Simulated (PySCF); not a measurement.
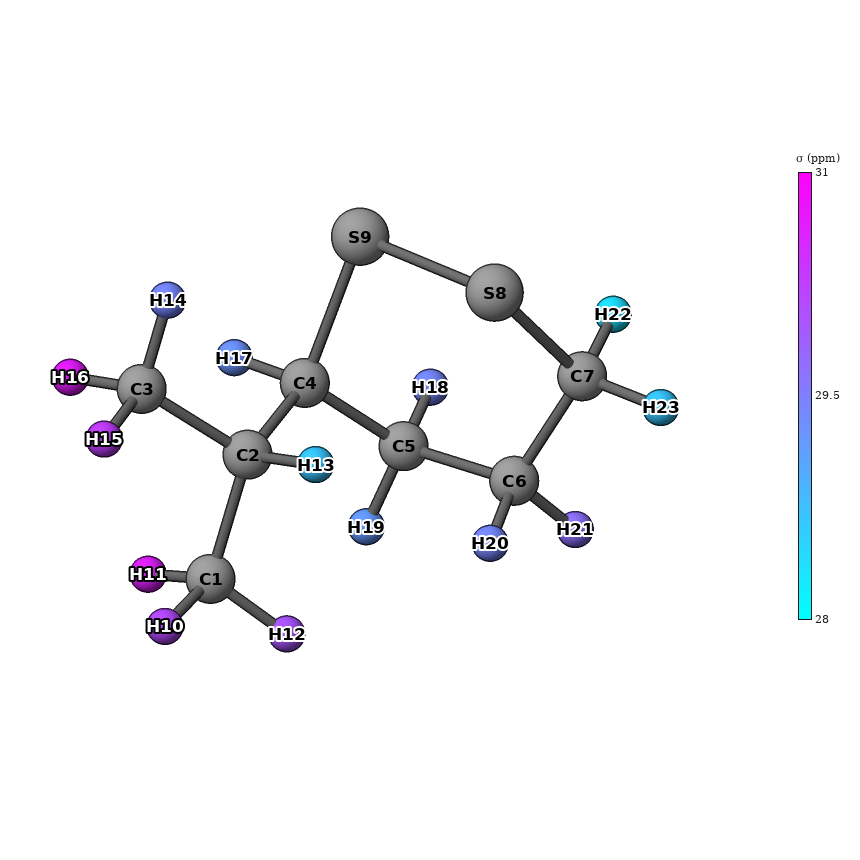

Atoms are coloured by their isotropic NMR shieldings (H only, the others grey). The computed structure is the end point of a PBE0-D3(BJ)/def2-SVP optimisation. No frequency run is at hand to confirm it as a minimum. Properties computed with GIAO PBE0/pcSseg-1 NMR shielding, non-relativistic, IEF-PCM water (PySCF 2.14.0).

**Which H atom is the most shielded (lowest chemical shift)?**

H16 (30.67 ppm).

**Which H atom is the least shielded (highest chemical shift)?**

H22 (28.39 ppm).

**How wide is the range of H shifts?**

2.28 ppm.

Give the isotropic NMR shieldings of the H atoms atom by atom.

| atom | σ (ppm) |
| --- | --- |
| H10 | 30.12 |
| H11 | 30.61 |
| H12 | 30.00 |
| H13 | 28.66 |
| H14 | 29.41 |
| H15 | 30.27 |
| H16 | 30.67 |
| H17 | 29.27 |
| H18 | 29.39 |
| H19 | 29.19 |
| H20 | 29.40 |
| H21 | 29.66 |
| H22 | 28.39 |
| H23 | 28.66 |
